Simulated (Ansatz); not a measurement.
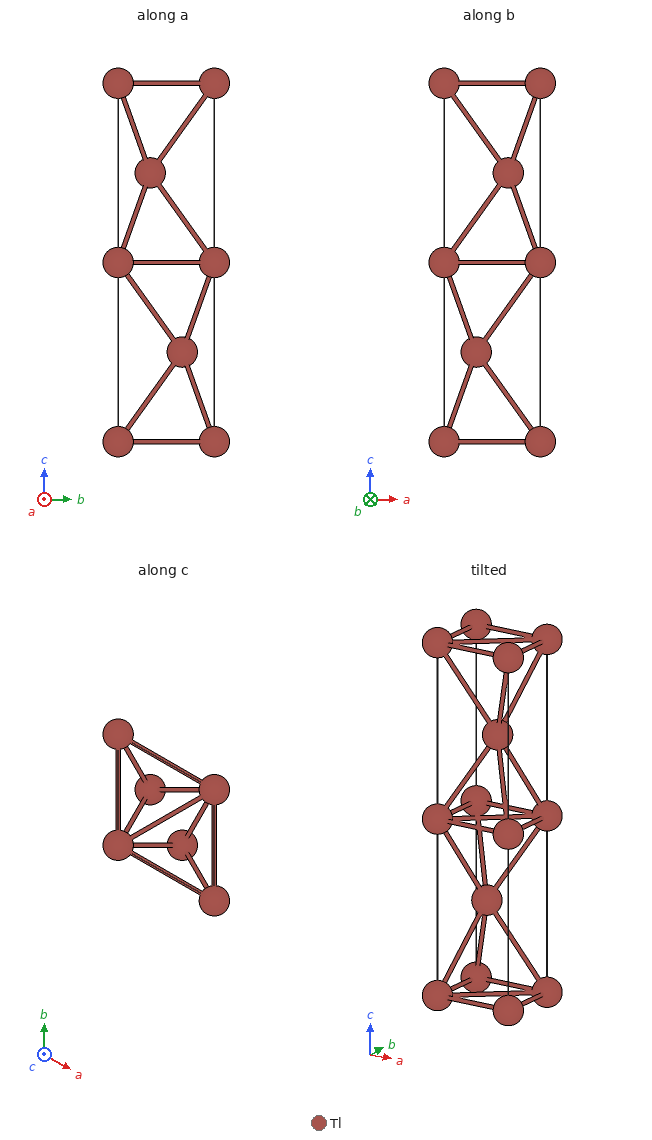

An orthographic ball-and-stick view of the structure, along the a axis, along the b axis, along the c axis and slightly off an axis. The conventional unit cell is outlined; an atom on or near a face, edge or corner is repeated at each equivalent position.

Lattice parameters: a = 3.5954 Å, b = 3.5954 Å, c = 11.6019 Å, α = 90.000°, β = 90.000°, γ = 120.000°.

Q: Give the structure in the form of a CIF with its space group and independent sites.

A:
```cif
data_structure
_symmetry_space_group_name_H-M 'P 63/m m c'
_symmetry_Int_Tables_number 194
_cell_length_a 3.5954
_cell_length_b 3.5954
_cell_length_c 11.6019
_cell_angle_alpha 90.000
_cell_angle_beta 90.000
_cell_angle_gamma 120.000
_cell_volume 129.89
loop_
_atom_site_label
_atom_site_type_symbol
_atom_site_symmetry_multiplicity
_atom_site_Wyckoff_symbol
_atom_site_fract_x
_atom_site_fract_y
_atom_site_fract_z
_atom_site_occupancy
Tl1 Tl 2 a 0.0000 0.0000 0.0000 1
Tl2 Tl 2 c 0.3333 0.6667 0.2500 1
```

The initial geometry was a structure type filled with this element by a generator (whether the element takes this form wasn't checked). Earlier steps of the study may have refined or changed the cell and positions. An electronic-structure calculation with Ansatz was run on it.
